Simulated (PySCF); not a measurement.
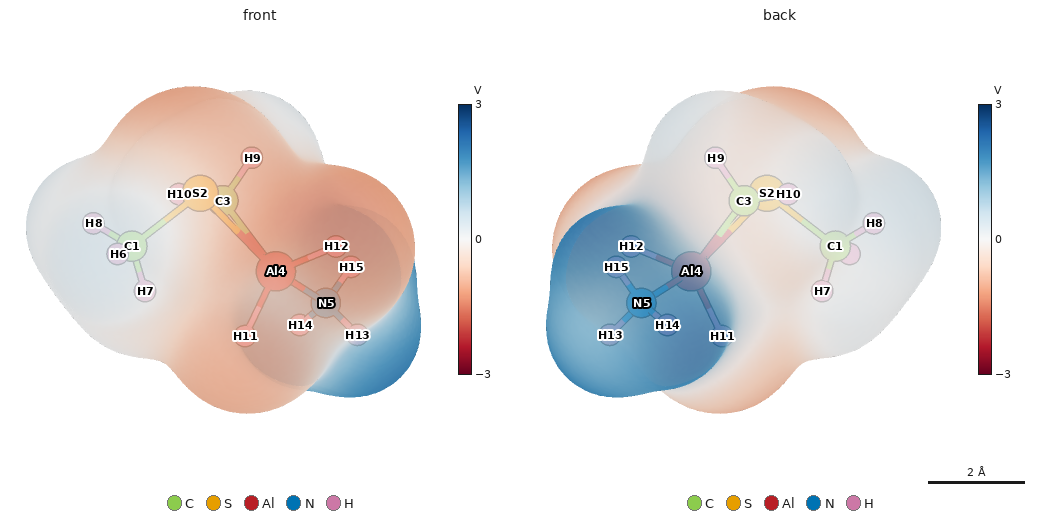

Figure. C2H10AlNS. The molecular electrostatic potential painted on the density surface at 0.001 e/bohr³, seen from the front and from behind; the colour scale runs from red (negative) to blue (positive).

Geometry: GFN2-xTB.

Theory: B3LYP/def2-SVPD, SCF density, gas phase (PySCF 2.14.0).

```xyz
15

C    -2.4719   -0.5223   -0.3717
S    -1.5605    0.3058    0.9595
C    -0.3420    1.2437   -0.0935
Al    0.6959   -0.4525    0.2236
N     2.4829   -0.0322   -0.7037
H    -3.1205   -1.2624    0.0862
H    -1.7659   -1.0007   -1.0487
H    -3.0693    0.2162   -0.8999
H    -0.0058    2.0456    0.5796
H    -0.9327    1.7281   -0.8751
H     0.3466   -1.7677   -0.5447
H     1.3035   -0.5393    1.6624
H     3.0796   -0.8168   -0.4634
H     2.4525    0.0511   -1.7164
H     2.9032    0.8115   -0.3218
```

Describe the electrostatic potential map.

Answer. The most negative region (about −1.4 V, or −32 kcal/mol for a unit charge) lies over H12, the most positive (about +2.1 V, or +48 kcal/mol for a unit charge) over H14 and H15.
